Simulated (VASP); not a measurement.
Band structure of Eu (bcc). All values below come from PBE GGA with spin-orbit coupling, VASP's PBE PAW potentials (set 64) (plane waves; VASP 6.6.1).

The 4f electrons are frozen in the core of the lanthanide potential, so 4f levels, which can set the real gap, and their magnetism are missing.

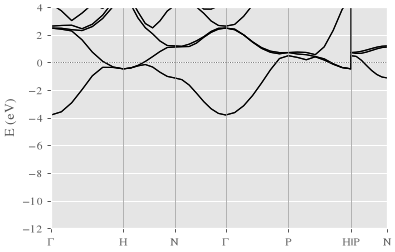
Figure: Bands along high-symmetry lines, zero at the valence-band maximum or, without a gap, the Fermi level

Task: Read the plot: is there a gap, and where are the band edges?

Result: It has no gap at this level: it comes out as a metal or semimetal.

The compound is Eu in the bcc structure. It was relaxed first, which changed the volume by -8 %.
